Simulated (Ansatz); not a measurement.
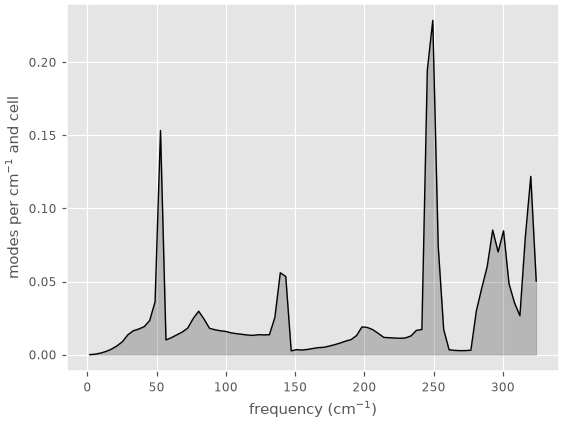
Figure: Phonon density of states of HfS2 in the CdI2 type structure; finite displacements on a 6×6×4 mesh, DFT at the PBEsol level (Ansatz, a first-principles code), k mesh 6×6×4

Dynamical quadrupoles are not included in the interpolation of the phonons between the solved wave vectors. Spin-orbit coupling is not included.

Where is the tallest peak, and is there a gap in the spectrum?

The tallest peak lies near 250 cm⁻¹. No clear gap shows at this resolution.

The PAW data sets were generated under PBE and serve the other functionals too.
